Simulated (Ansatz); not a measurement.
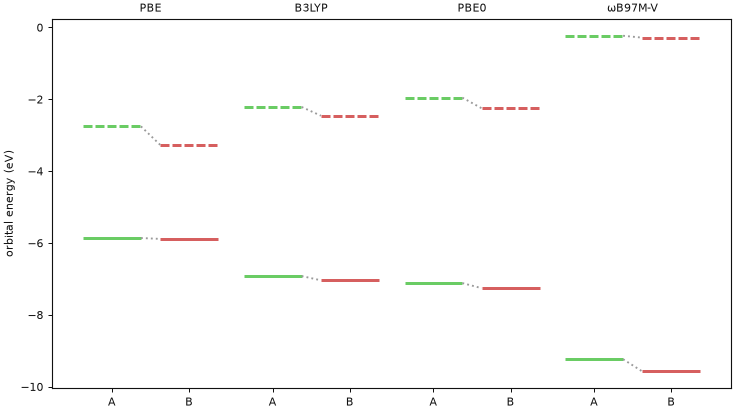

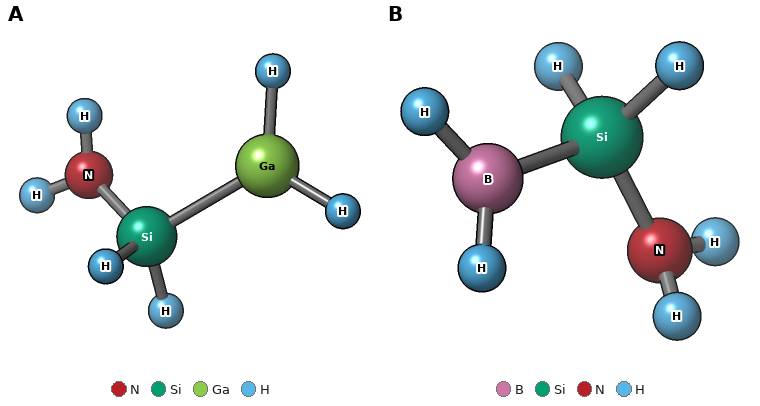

One change: A, GaSiNH₆ (SMILES N[SiH2][GaH2]), becomes B, BSiNH₆ (SMILES B[SiH2]N). GaH₂ on Si is replaced by BH₂. HOMO (solid) and LUMO (dashed) computed in def2-TZVPP at PBE0-D4/def2-TZVP geometries, both minima by their frequencies, gas phase, the Ansatz code.

> What does the change do to HOMO and LUMO?

PBE: the HOMO falls by 0.02 eV, the LUMO falls by 0.52 eV, and the separation goes from 3.11 to 2.62 eV. B3LYP: the HOMO falls by 0.12 eV, the LUMO falls by 0.24 eV, and the separation goes from 4.71 to 4.58 eV. PBE0: the HOMO falls by 0.14 eV, the LUMO falls by 0.30 eV, and the separation goes from 5.16 to 5.01 eV. ωB97M-V: the HOMO falls by 0.34 eV, the LUMO falls by 0.05 eV, and the separation goes from 9.00 to 9.29 eV.

> Do the functionals agree on the effect?

They agree on the direction for both levels; the HOMO shift lies between −0.34 and −0.02 eV and the LUMO shift between −0.52 and −0.05 eV, while the separations themselves differ by up to 6.7 eV between functionals.
